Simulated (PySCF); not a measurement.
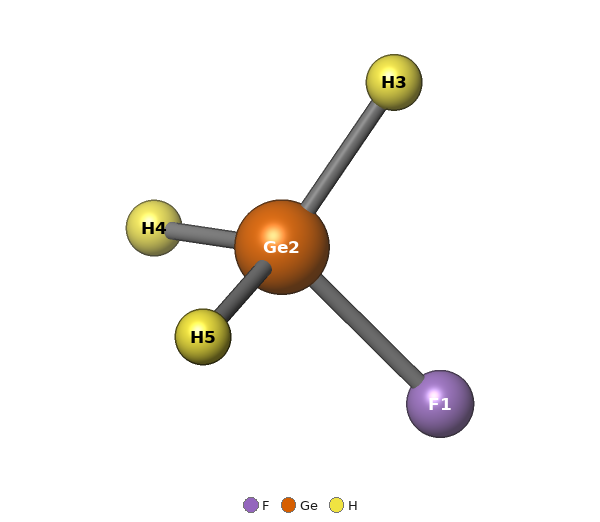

Computed geometry: GFN2-xTB optimisation. No frequency run is at hand to confirm it as a minimum. Properties computed with B3LYP/pcJ-1 (pcSseg-1 on Ge) indirect spin-spin coupling, non-relativistic, gas phase (PySCF 2.14.0). Isotopes: 19F, 1H.

Give the spin–spin coupling constants of these pairs, with the number of bonds between them: F1/H5, F1/H3, F1/H4, H3/H4, H3/H5, H4/H5.

| pair | bonds apart | J (Hz) |
| --- | --- | --- |
| F1, H5 | 2 | 36.4 |
| F1, H3 | 2 | 36.5 |
| F1, H4 | 2 | 36.4 |
| H3, H4 | 2 | 25.5 |
| H3, H5 | 2 | 25.5 |
| H4, H5 | 2 | 25.6 |

Density functionals are unreliable for couplings to fluorine, so those rows may be far off.

The geometry is semi-empirical. Around Ge such bond lengths and angles can be off by a tenth of an ångström or more and by several degrees, and values that hang on the shape move with them.
